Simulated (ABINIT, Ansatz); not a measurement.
**CsH (F-43m): third-order response**

Wanted: vibrational spectra of CsH (F-43m) from linear and non-linear response.

Program: ABINIT 10.8.3. Level of theory: DFT LDA, scalar-relativistic, plane waves, PseudoDojo norm-conserving pseudopotentials. Results are calculated unless marked as measured.

The structure was built from a prototype and need not be the compound's stable phase.

**1. The starting structure**

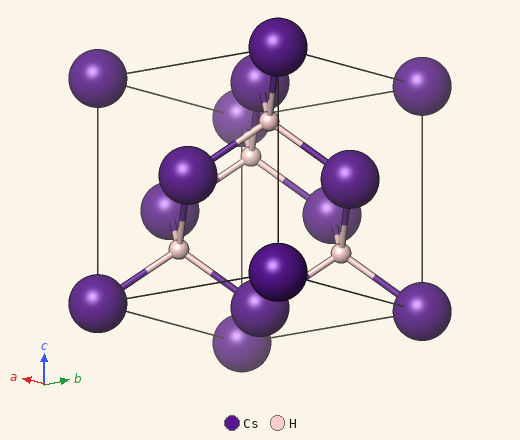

Start, viewed from a free direction; caesium purple, hydrogen pink. This picture shows the conventional cell, with its axes. Bonds to atoms that aren't drawn are left out. Some periodic images of atoms are drawn too.

**2. Relaxing the cell and atoms**

The harmonic expansion needs vanishing forces, and a free crystal bears no stress, so cell and atoms are brought to rest. Stress is more sensitive to the basis than forces are: the last 3 Ha under the cutoff are smoothed with ecutsm, and the cutoff is raised above that of the later runs.

The starting cell comes from a relaxation made beforehand in Ansatz (LDA, PseudoDojo NC).

File relax.abi:

```
# relaxation
ionmov 2
optcell 2
dilatmx 1.08
ntime 40
tolmxf 1.0d-05
tolvrs 1.0d-14
prtwf 0
prtden 0
chksymtnons 0

# basis, mesh and filling
ecut 39.0
ecutsm 3.0
ngkpt 6 6 6
nshiftk 1
shiftk 0.0 0.0 0.0
istwfk *1
occopt 1
nband 5
nstep 100
diemac 9.0
prtebands 0
prtgsr 0

# cell and atoms
acell 8.933399116 8.933399116 8.933399116
rprim 
    0.0 0.7071067812 0.7071067812
    0.7071067812 0.0 0.7071067812
    0.7071067812 0.7071067812 0.0
ntypat 2
znucl 55 1
natom 2
typat 1 2
xred 
    0.0 0.0 0.0
    0.25 0.25 0.25
pp_dirpath "./pseudo"
pseudos "Cs.upf, H.upf"
```

Run with:

```console
$ OMP_NUM_THREADS=1 mpirun -n 4 abinit relax.abi > relax.log
```

Numbers of over 12 decimals in the logs are rounded to 6 here.

relax.abo, the main output file:

```text
[banners, grids, parts of the stress and lines that vanish by symmetry left out]
- input  file    -> relax.abi
- output file    -> relax.abo
- root for input  files -> relaxi
[...]
Symmetries : space group F-4 3 m (#216); Bravais cF (face-center cubic)
[...]
mpw =        7443          nfft =      216000          nkpt =          16
[...]
== DATASET  1 ==================================================================
[...]
cutoff_energies: {ecut:  39.0, pawecutdg:  -1.0, }
[...]
ETOT  1  -23.989518375820    -2.399E+01 1.808E-02 4.721E+02
 ETOT  2  -24.019726712325    -3.021E-02 1.476E-05 5.966E+00
 ETOT  3  -24.020384243389    -6.575E-04 4.305E-06 1.227E+00
 ETOT  4  -24.020425379069    -4.114E-05 1.044E-06 2.671E-02
 ETOT  5  -24.020425889695    -5.106E-07 3.387E-08 4.538E-03
[...]
ETOT 13  -24.020426085390     1.705E-13 2.473E-16 2.295E-14
 ETOT 14  -24.020426085390    -3.553E-15 2.128E-17 2.120E-15
 At SCF step   14       vres2   =  2.12E-15 < tolvrs=  1.00E-14 =>converged.
[...]
sigma(1 1)=  6.39270090E-09  sigma(3 2)=  0.00000000E+00
  sigma(2 2)=  6.39270090E-09  sigma(3 1)=  0.00000000E+00
  sigma(3 3)=  6.39270090E-09  sigma(2 1)=  0.00000000E+00
[...]
convergence: {deltae: -3.553E-15, res2:  2.120E-15, residm:  2.128E-17, diffor: null, }
etotal    :  -2.40204261E+01
[...]
At Broyd/MD step   1, gradients are converged :
[...]
sigma(1 1)=  6.39270090E-09  sigma(3 2)=  0.00000000E+00
  sigma(2 2)=  6.39270090E-09  sigma(3 1)=  0.00000000E+00
  sigma(3 3)=  6.39270090E-09  sigma(2 1)=  0.00000000E+00
[...]
- sigma(1 1)=  1.88079754E-04  sigma(3 2)=  0.00000000E+00
- sigma(2 2)=  1.88079754E-04  sigma(3 1)=  0.00000000E+00
- sigma(3 3)=  1.88079754E-04  sigma(2 1)=  0.00000000E+00
[...]
fcart     -4.1627222982E-32 -2.0813611491E-31  1.2488166895E-31
           strten      6.3927009011E-09  6.3927009012E-09  6.3927009013E-09
================================================================================

[key lines of the parts left out:]
pressure_GPa:  -1.8808E-04
Total energy (etotal) [Ha]= -2.40204260853897E+01
```

Run time: 9.8 s. Hardware: 4 MPI ranks of Arm Neoverse V2, shared host.

Little changed from the start: no atom moved by 0.005 Å and no cell edge by 0.1 %.

Read from the output:

```
volume per atom : 37.35 Å³
pressure        : -1.88e-4 GPa
```

**3. Ground state**

The response is built on these wavefunctions, so the potential is converged far more tightly than an energy would need. The mesh is shifted off Γ, since shifted meshes converge sums over the zone faster.

File gs.abi:

```
# ground state
tolvrs 1.0d-16
prtden 1
prtwf 1

# basis, mesh and filling
ecut 31.0
ngkpt 4 4 4
nshiftk 4
shiftk 
    0.5 0.5 0.5
    0.5 0.0 0.0
    0.0 0.5 0.0
    0.0 0.0 0.5
istwfk *1
occopt 1
nband 5
nstep 100
diemac 9.0
prtebands 0
prtgsr 0

# cell and atoms
acell 8.933399116 8.933399116 8.933399116
rprim 
    0.0 0.7071067812 0.7071067812
    0.7071067812 0.0 0.7071067812
    0.7071067812 0.7071067812 0.0
ntypat 2
znucl 55 1
natom 2
typat 1 2
xred 
    0.0 0.0 0.0
    0.25 0.25 0.25
pp_dirpath "./pseudo"
pseudos "Cs.upf, H.upf"
```

Run with:

```console
$ OMP_NUM_THREADS=1 mpirun -n 4 abinit gs.abi > gs.log
```

gs.abo, the main output file:

```text
[banners, grids, parts of the stress and lines that vanish by symmetry left out]
- input  file    -> gs.abi
- output file    -> gs.abo
- root for input  files -> gsi
[...]
Symmetries : space group F-4 3 m (#216); Bravais cF (face-center cubic)
[...]
mpw =        4176          nfft =      110592          nkpt =          10
[...]
== DATASET  1 ==================================================================
[...]
cutoff_energies: {ecut:  31.0, pawecutdg:  -1.0, }
[...]
ETOT  1  -23.990518372226    -2.399E+01 2.221E-02 2.378E+02
 ETOT  2  -24.019799614720    -2.928E-02 7.722E-06 2.593E+00
 ETOT  3  -24.020330984390    -5.314E-04 3.665E-06 5.994E-01
 ETOT  4  -24.020371433289    -4.045E-05 9.371E-07 1.298E-02
 ETOT  5  -24.020371916460    -4.832E-07 3.154E-08 3.149E-03
[...]
ETOT 16  -24.020372229870    -6.395E-14 2.887E-20 2.851E-16
 ETOT 17  -24.020372229870     5.436E-13 6.299E-21 3.362E-17
 At SCF step   17       vres2   =  3.36E-17 < tolvrs=  1.00E-16 =>converged.
[...]
sigma(1 1)=  7.16588496E-07  sigma(3 2)=  0.00000000E+00
  sigma(2 2)=  7.16588496E-07  sigma(3 1)=  0.00000000E+00
  sigma(3 3)=  7.16588496E-07  sigma(2 1)=  0.00000000E+00
[...]
convergence: {deltae:  5.436E-13, res2:  3.362E-17, residm:  6.299E-21, diffor: null, }
etotal    :  -2.40203722E+01
[...]
sigma(1 1)=  7.16588496E-07  sigma(3 2)=  0.00000000E+00
  sigma(2 2)=  7.16588496E-07  sigma(3 1)=  0.00000000E+00
  sigma(3 3)=  7.16588496E-07  sigma(2 1)=  0.00000000E+00
[...]
- sigma(1 1)=  2.10827614E-02  sigma(3 2)=  0.00000000E+00
- sigma(2 2)=  2.10827614E-02  sigma(3 1)=  0.00000000E+00
- sigma(3 3)=  2.10827614E-02  sigma(2 1)=  0.00000000E+00
[...]
fcart     -0.0000000000E+00 -0.0000000000E+00 -0.0000000000E+00
           strten      7.1658849601E-07  7.1658849601E-07  7.1658849601E-07
================================================================================

[key lines of the parts left out:]
pressure_GPa:  -2.1083E-02
```

Elapsed: 5.2 s, on 4 MPI ranks.

Numbers from this step:

```yaml
pressure: -0.02108 GPa
```

The cell stands at -0.021 GPa, close enough for phonons.

**4. The gap at rest**

Empty bands on the ground state's density check that the gap assumed so far is there in this cell.

File gap.abi:

```
# empty bands on the ground state's density
iscf -2
getden_filepath "gso_DEN"
tolwfr 1.0d-12
nbdbuf 2
prtwf 0

# basis, mesh and filling
ecut 31.0
ngkpt 6 6 6
nshiftk 1
shiftk 0.0 0.0 0.0
istwfk *1
occopt 1
nband 9
nstep 100
diemac 9.0
prtebands 0
prtgsr 0

# cell and atoms
acell 8.933399116 8.933399116 8.933399116
rprim 
    0.0 0.7071067812 0.7071067812
    0.7071067812 0.0 0.7071067812
    0.7071067812 0.7071067812 0.0
ntypat 2
znucl 55 1
natom 2
typat 1 2
xred 
    0.0 0.0 0.0
    0.25 0.25 0.25
pp_dirpath "./pseudo"
pseudos "Cs.upf, H.upf"
```

Run with:

```console
$ OMP_NUM_THREADS=1 mpirun -n 4 abinit gap.abi > gap.log
```

gap.abo, the main output file:

```text
[banners, grids, parts of the stress and lines that vanish by symmetry left out]
- input  file    -> gap.abi
- output file    -> gap.abo
- root for input  files -> gapi
[...]
Symmetries : space group F-4 3 m (#216); Bravais cF (face-center cubic)
[...]
mpw =        4184          nfft =      110592          nkpt =          16
[...]
== DATASET  1 ==================================================================
[...]
cutoff_energies: {ecut:  31.0, pawecutdg:  -1.0, }
[...]
-outvars: echo values of variables after computation
            acell      8.9333991160E+00  8.9333991160E+00  8.9333991160E+00 Bohr
================================================================================
```

The job ended after 5.1 s (4 MPI ranks; 20 s of CPU time).

Numbers from this step:

- gap on the k-mesh: 2.446 eV

In this cell the gap on the mesh is 2.4 eV, indirect (smallest direct 2.5 eV), so fixed occupations hold.

**5. Zone-centre response**

The derivative of the wavefunctions by k comes first, since the response to a field is built on it; then the field and the displacements that symmetry doesn't supply are solved at q = 0. By the 2n+1 theorem the first-order wavefunctions also give third derivatives: Raman tensors and the non-linear susceptibility.

It reads the wavefunctions written in step 3.

File dfpt_gamma.abi:

```
ndtset 3

# common to the responses
getwfk_filepath "gso_WFK"
kptopt 2
nqpt 1
qpt 0.0 0.0 0.0
asr 0
chneut 0

# d/dk
rfelfd1 2
rfdir1 1 1 1
iscf1 -3
tolwfr1 1.0d-20

# displacements, field
rfphon2 1
rfatpol2 1 2
rfdir2 1 1 1
rfelfd2 3
getddk2 1
tolvrs2 1.0d-10
prepanl2 1
prtden2 1

# third order
optdriver3 5
getden_filepath3 "gso_DEN"
get1den3 2
get1wf3 2
getddk3 1
d3e_pert1_elfd3 1
d3e_pert1_phon3 1
d3e_pert1_atpol3 1 2
d3e_pert1_dir3 1 1 1
d3e_pert2_elfd3 1
d3e_pert2_dir3 1 1 1
d3e_pert3_elfd3 1
d3e_pert3_dir3 1 1 1
usepead3 1
tolvrs3 1.0d-10

# basis, mesh and filling
ecut 31.0
ngkpt 4 4 4
nshiftk 4
shiftk 
    0.5 0.5 0.5
    0.5 0.0 0.0
    0.0 0.5 0.0
    0.0 0.0 0.5
istwfk *1
occopt 1
nband 5
nstep 100
diemac 9.0
prtebands 0
prtgsr 0

# cell and atoms
acell 8.933399116 8.933399116 8.933399116
rprim 
    0.0 0.7071067812 0.7071067812
    0.7071067812 0.0 0.7071067812
    0.7071067812 0.7071067812 0.0
ntypat 2
znucl 55 1
natom 2
typat 1 2
xred 
    0.0 0.0 0.0
    0.25 0.25 0.25
pp_dirpath "./pseudo"
pseudos "Cs.upf, H.upf"
```

Run with:

```console
$ OMP_NUM_THREADS=1 mpirun -n 4 abinit dfpt_gamma.abi > dfpt_gamma.log
```

dfpt_gamma.abo, the main output file:

```text
[banners, grids, parts of the stress and lines that vanish by symmetry left out]
- input  file    -> dfpt_gamma.abi
- output file    -> dfpt_gamma.abo
- root for input  files -> dfpt_gammai
[...]
DATASET    1 : space group F-4 3 m (#216); Bravais cF (face-center cubic)
[...]
nfft =      110592          nkpt =         128
[...]
DATASET    2 : space group F-4 3 m (#216); Bravais cF (face-center cubic)
[...]
nfft =      110592          nkpt =         128
[...]
DATASET    3 : space group F-4 3 m (#216); Bravais cF (face-center cubic)
[...]
mpw =        4176          nfft =      110592          nkpt =         128
[...]
== DATASET  1 ==================================================================
[...]
cutoff_energies: {ecut:  31.0, pawecutdg:  -1.0, }
[...]
-  1.00000   1.00000  180309                  znucl, zion, pspdat
[...]
Perturbation : derivative vs k along direction   1
[...]
-ETOT  1  -8.434386     -8.434E+00 1.677E-02 0.000E+00
 ETOT  2  -8.437739     -3.353E-03 2.110E-04 0.000E+00
 ETOT  3  -8.437875     -1.359E-04 1.115E-05 0.000E+00
 ETOT  4  -8.437884     -8.868E-06 7.911E-07 0.000E+00
 ETOT  5  -8.437884     -6.391E-07 6.160E-08 0.000E+00
[...]
At SCF step   17   max residual=  9.99E-21 < tolwfr=  1.00E-20 =>converged.
[...]
Perturbation : derivative vs k along direction   2
[...]
-ETOT  1  -8.434386     -8.434E+00 1.677E-02 0.000E+00
[...]
At SCF step   17   max residual=  9.99E-21 < tolwfr=  1.00E-20 =>converged.
[...]
Perturbation : derivative vs k along direction   3
[...]
-ETOT  1  -8.434386     -8.434E+00 1.677E-02 0.000E+00
[...]
At SCF step   17   max residual=  9.99E-21 < tolwfr=  1.00E-20 =>converged.
[...]
1        1       1.9453957745    0.0000000000
     1        2       0.9726978872   -0.0000000000
     1        3       0.9726978872    0.0000000000
     2        1       0.9726978872   -0.0000000000
     2        2       1.9453957745   -0.0000000000
     2        3       0.9726978873   -0.0000000000
     3        1       0.9726978872    0.0000000000
     3        2       0.9726978873   -0.0000000000
     3        3       1.9453957745   -0.0000000000
[...]
== DATASET  2 ==================================================================
[...]
cutoff_energies: {ecut:  31.0, pawecutdg:  -1.0, }
[...]
Perturbation : displacement of atom   1   along direction   1
[...]
-ETOT  1   1.263618     -7.616E+02 3.740E+00 5.022E+01
[...]
At SCF step   12       vres2   =  1.18E-12 < tolvrs=  1.00E-10 =>converged.
[...]
Perturbation : displacement of atom   2   along direction   1
[...]
-ETOT  1   1.245023     -7.551E+01 7.092E-02 1.995E+03
[...]
At SCF step   12       vres2   =  1.23E-12 < tolvrs=  1.00E-10 =>converged.
[...]
Perturbation : homogeneous electric field along direction   1
[...]
-ETOT  1  -48.555799773638     -4.856E+01 1.995E-01 3.365E+04
[...]
At SCF step   13       vres2   =  5.90E-12 < tolvrs=  1.00E-10 =>converged.
[...]
Perturbation : homogeneous electric field along direction   2
[...]
-ETOT  1  -48.555799773271     -4.856E+01 1.995E-01 3.365E+04
[...]
At SCF step   13       vres2   =  5.90E-12 < tolvrs=  1.00E-10 =>converged.
[...]
Perturbation : homogeneous electric field along direction   3
[...]
-ETOT  1  -48.555799772903     -4.856E+01 1.995E-01 3.365E+04
[...]
ETOT 12  -55.705536756444     -2.935E-12 1.839E-13 4.043E-10
 ETOT 13  -55.705536756445     -2.416E-13 2.157E-14 5.899E-12
 At SCF step   13       vres2   =  5.90E-12 < tolvrs=  1.00E-10 =>converged.
[...]
Dielectric tensor, in cartesian coordinates,
[...]
1    4   1    4         2.8713520261        -0.0000000000
   1    4   2    4        -0.0000000000        -0.0000000000
   1    4   3    4        -0.0000000000        -0.0000000000
   2    4   1    4        -0.0000000000        -0.0000000000
   2    4   2    4         2.8713520261        -0.0000000000
   2    4   3    4         0.0000000000        -0.0000000000
   3    4   1    4        -0.0000000000        -0.0000000000
   3    4   2    4         0.0000000000        -0.0000000000
   3    4   3    4         2.8713520261        -0.0000000000
  Effective charges, in cartesian coordinates,
[...]
1    1   1    4         0.9890758016         0.0000000000
   2    1   1    4        -0.0000000000         0.0000000000
   3    1   1    4        -0.0000000000         0.0000000000
   1    2   1    4        -0.9890224609         0.0000000000
   2    2   1    4        -0.0000000000         0.0000000000
[...]
Effective charges, in cartesian coordinates,
[...]
2    4   1    2         0.0000000000         0.0000000000
   3    4   1    2         0.0000000000         0.0000000000
   1    4   2    2         0.0000000000         0.0000000000
   2    4   2    2        -0.9890224576         0.0000000000
   3    4   2    2         0.0000000000         0.0000000000
   1    4   3    2        -0.0000000000         0.0000000000
   2    4   3    2        -0.0000000000         0.0000000000
   3    4   3    2        -0.9890224576         0.0000000000
  Phonon wavevector (reduced coordinates) :  0.00000  0.00000  0.00000
 Phonon energies in Hartree :
[...]
Phonon frequencies in cm-1    :
-  8.348096E-02  8.348149E-02  8.348307E-02  5.415323E+02  5.415323E+02
-  5.415323E+02
  Phonon at Gamma, with non-analyticity in the
[...]
Phonon energies in Hartree :
[...]
Phonon frequencies in cm-1    :
-  8.348096E-02  8.348149E-02  8.349968E-02  5.415323E+02  5.415323E+02
-  7.194241E+02
  Phonon at Gamma, with non-analyticity in the
[...]
Phonon energies in Hartree :
[...]
Phonon frequencies in cm-1    :
-  8.348096E-02  8.348307E-02  8.349810E-02  5.415323E+02  5.415323E+02
-  7.194241E+02
  Phonon at Gamma, with non-analyticity in the
[...]
Phonon energies in Hartree :
[...]
Phonon frequencies in cm-1    :
-  8.348149E-02  8.348307E-02  8.349757E-02  5.415323E+02  5.415323E+02
-  7.194241E+02
[...]
== DATASET  3 ==================================================================
[...]
cutoff_energies: {ecut:  31.0, pawecutdg:  -1.0, }
[...]
j1 : displacement of atom   1 along direction   1
[...]
j1 : displacement of atom   2 along direction   1
[...]
j2 : displacement of atom   1 along direction   1
[...]
j2 : displacement of atom   2 along direction   1
[...]
j2 : displacement of atom   1 along direction   1
[...]
j2 : displacement of atom   2 along direction   1
[...]
1          1        0.000000000       -0.000000000       -0.000000000
[...]
1          2       -0.000000000        0.000000000        0.020833216
[...]
1          3        0.000000000        0.020833216        0.000000000
[...]
2          1       -0.000000000        0.000000000        0.000000000
[...]
2          2        0.000000000       -0.000000000       -0.020876289
[...]
2          3       -0.000000000       -0.020876289       -0.000000000
[...]
strten2     0.0000000000E+00  0.0000000000E+00  0.0000000000E+00
           strten3     0.0000000000E+00  0.0000000000E+00  0.0000000000E+00
================================================================================
```

It took 3.9 min on 4 MPI ranks; 16 min of CPU time.

This step gave:

```
miss of the charge sum rule                                       : 5.33e-5 e
largest acoustic frequency at the zone centre before the sum rule : 0.08 cm⁻¹
highest optical zone-centre mode (no LO-TO term)                  : 541.5 cm⁻¹
lowest optical zone-centre mode                                   : 541.5 cm⁻¹
mean high-frequency dielectric constant                           : 2.871
largest Born charge in size (third of the trace)                  : 0.9891 e
```

Born charge (rows field, columns displacement), before the sum rule (e), principal values of the symmetric part by kind of site:

| atom | atoms with these values | low | middle | high | mean |
| --- | --- | --- | --- | --- | --- |
| Cs1 | 1 | 0.9891 | 0.9891 | 0.9891 | 0.9891 |
| H2 | 1 | -0.9890 | -0.9890 | -0.9890 | -0.9890 |

In full for H2:

```
-0.9890  0.0000  0.0000
 0.0000 -0.9890  0.0000
 0.0000  0.0000 -0.9890
```

High-frequency dielectric tensor:

```
2.87 0.00 0.00
0.00 2.87 0.00
0.00 0.00 2.87
```

The acoustic modes at Γ come out as far as 0.1 cm⁻¹ from zero, where they should vanish, a small numerical error; the Born charges miss their sum rule by 5.3e-5 e, which is good.

(Part 1 of 3 ends here.)

[Host names and launcher messages were left out of these logs when they were recorded.]

[Logs are printed without paths, hosts, clocks, repeated set-up lines and the standing remarks that a program may print on its own settings, such as how far it seeks lower states.]

[Hosts, paths, dates, database ids (printed as entryN), source tags and the programs' standing remarks are cut or masked in the printed files.]
